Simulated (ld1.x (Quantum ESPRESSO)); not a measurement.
```yaml
element: B
generator: ld1.x (Quantum ESPRESSO) 7.5
type: PAW
functional: PBE
relativity: scalar-relativistic
frozen_core: [He]
valence_charge: 3
reference_configuration: 2s2 2p1
partial_waves: 2s (bound): rcutus 1.55 bohr; 2s channel at -0.05 Ry: rcutus 1.55 bohr; 2p (bound): rcutus 3.25 bohr; 2p channel at 0.5 Ry: rcutus 3.25 bohr
local_potential: all-electron potential smoothed inside 2.10 bohr (lloc = -2)
core_correction: Bessel-smoothed model core, default radius (core density twice the valence density)
augmentation_charge: BESSEL, radius 1.15 bohr
```

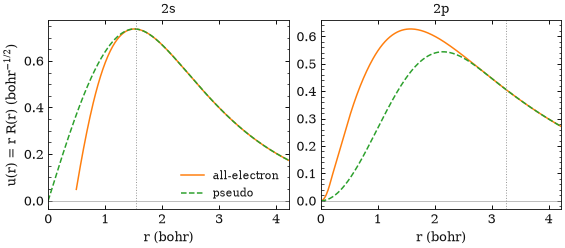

Partial waves u(r) = r R(r), all-electron (solid) and pseudo (dashed). Dotted lines mark the matching radii. The all-electron curves start outside the innermost oscillations, which aren't drawn.

Pseudo-waves: 2s has no node; 2p has no node.

- Cutoffs needed: 6 Ry or less and 10 Ry (the cutoffs, on a coarse ladder, from which the occupation-weighted sum of valence levels, in a spherical-Bessel basis at the reference potential, stays within 10 and 1 mRy of its value at 400 Ry)
- Ghost test: no ghost state below the valence levels in the s, p, d, f channels (spherical-Bessel basis up to 400 Ry, 20 bohr box)
- Configuration tests: test run stopped at test 1 of 7 (negative rho)
- Lowest eigenvalue of the overlap operator: 0.26 (p channel)
